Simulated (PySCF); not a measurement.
# C7H5NSi: electronic excitations

Aim: predict the electronic excitations of C7H5NSi (`C#C[Si@@H]1[C@@H](C#N)C12C=C2`).

Programs: PySCF 2.14.0, with density-fitted response routines of our own. Each step states its level of theory. These are calculated values for one molecule in the gas phase, unless marked as measured. Atoms count from 0, in the outputs and in this text.

## (1) The starting structure

14 atoms, charge 0, multiplicity 1; geometry from: GFN2-xTB.

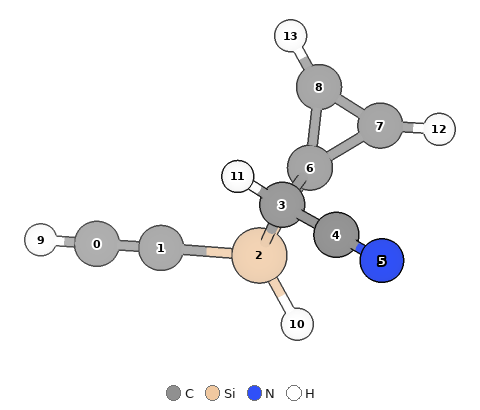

As it starts; carbon grey, silicon light orange, nitrogen blue, hydrogen white, atoms numbered.

## (2) Excited states and response: CAM-B3LYP/def2-SVPD

The job: settings as JSON, then the geometry in Å.

```
{"job": {"kind": "uv", "xc": "CAM-B3LYP", "basis": "def2-SVPD", "nstates": 8, "ntriplets": 3}, "charge": 0, "multiplicity": 1}
C      3.412538    -0.870841    -0.514608
C      2.250300    -0.648720    -0.730739
Si     0.477286    -0.327631    -1.086652
C     -0.264929     1.129766    -0.045195
C     -1.246099     1.953480    -0.619954
N     -2.062177     2.591170    -1.118531
C     -0.691105    -0.296010     0.356700
C     -2.011850    -0.777520     0.858277
C     -1.023902    -0.838760     1.705742
H      4.428327    -1.061055    -0.317441
H      0.030385    -0.542324    -2.448418
H      0.379434     1.658309     0.650981
H     -3.037471    -0.908724     0.616683
H     -0.641416    -1.061612     2.670989
```

With the program's defaults for keys left out, this is: TDDFT CAM-B3LYP/def2-SVPD, vertical, gas phase, core orbitals frozen in the response.

Started as:

```sh
$ OMP_NUM_THREADS=1 python probes_run.py task.json out
```

This one command runs all jobs of the session in turn.

What will the session give for the following? lowest singlet (CAM-B3LYP/def2-SVPD); brightest single state of those computed; lowest triplet; surface potential, least and greatest. Wanted: lowest singlet; brightest single state of those computed; lowest triplet; surface potential, least and greatest.

As calculated:

| quantity | value |
| --- | --- |
| lowest singlet (CAM-B3LYP/def2-SVPD) | 5.15 eV (241 nm), f = 0.090 |
| brightest single state of those computed | state 8, 6.51 eV, f = 0.137 |
| lowest triplet | 3.72 eV |
| surface potential, least and greatest | -2.05 V and 1.68 V |

In words: The lowest singlet, at 5.15 eV, is HOMO→LUMO 0.86 and is bright; of the 8 states computed, the strongest absorption comes from state 8 at 6.51 eV (the last computed, so partners may be missing). The lowest triplet lies 1.43 eV below the lowest singlet (triplets in Tamm-Dancoff, singlets in full TDDFT).
